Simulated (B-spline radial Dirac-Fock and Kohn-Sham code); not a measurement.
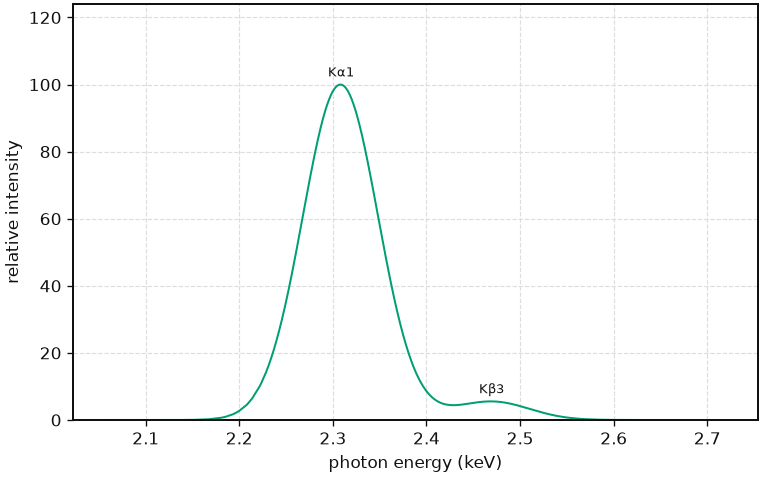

X-ray emission lines that fill a K (1s) hole, broadened by a Gaussian of 95 eV full width, as by a silicon detector. Multiplet splitting by the open shell is left out. Level of theory: independent-particle rates on relativistic LDA orbitals of the hole state (multipoles to L = 3), energies from Dirac–Fock ΔSCF; calculated with a B-spline radial code.

Question: Which element emits this spectrum? It is a free neutral atom.

Answer: Sulfur (S, Z = 16): the strongest line is K-L3 (Kα1) at 2.309 keV, and the next K-L2 (Kα2) at 2.307 keV.
